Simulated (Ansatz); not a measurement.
**Thickness series in HgTe**

The reference is HgTe in the zinc blende structure (space group F-43m, No. 216; a = 6.573 Å). Axes: x, y, z lie along the cube axes.

Free-standing slabs (2 atom(s) a layer) normal to [110] with 15 Å of vacuum; in-plane cell held at bulk.

All numbers come from Ansatz (a program for electronic structure) r2SCAN, no SOC.

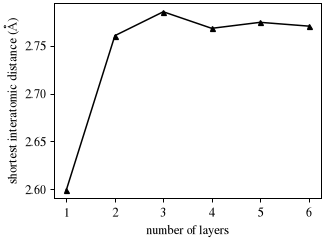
Shortest interatomic distance against number of layers

**Question.** From the plot, what is the shortest interatomic distance for 6 layers?

**Answer.** About 2.77 Å.

**Question.** Is the trend monotonic over the range shown?

**Answer.** No, it turns within the range, spanning 4.913 bohr to 5.263 bohr.

Whether these cells are dynamically stable was not tested. All final runs are without spin polarisation.
